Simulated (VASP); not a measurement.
Band structure of RuAl (CsCl type). Calculation: SCAN meta-GGA, VASP's PBE PAW potentials (set 64) (plane waves; VASP).

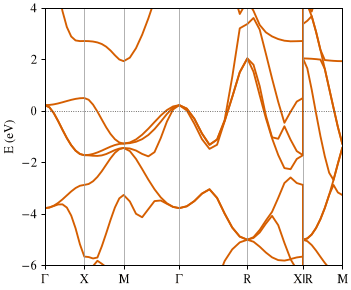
*Bands along high-symmetry lines, zero at the valence-band maximum or, without a gap, the Fermi level*

### Question
Read the plot: is there a gap, and where are the band edges?

### Answer
It has no gap at this level: it comes out as a metal or semimetal.

The compound is RuAl in the CsCl type structure. It was relaxed first. The electron count is odd and the run is not spin-polarised, which forces a metal.
